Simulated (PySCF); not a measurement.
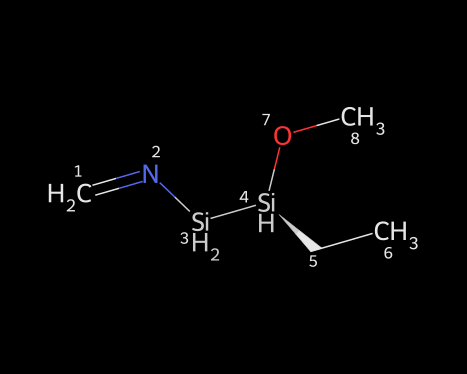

Skeletal drawing with numbered atoms; wedges and dashes mark any stereocentres. The configuration is that of a computed structure (GFN2-xTB).

Give the R/S and E/Z labels.

Answer. Si4: R.

Give a SMILES with the stereochemistry.

Answer. C=N[SiH2][Si@H](CC)OC
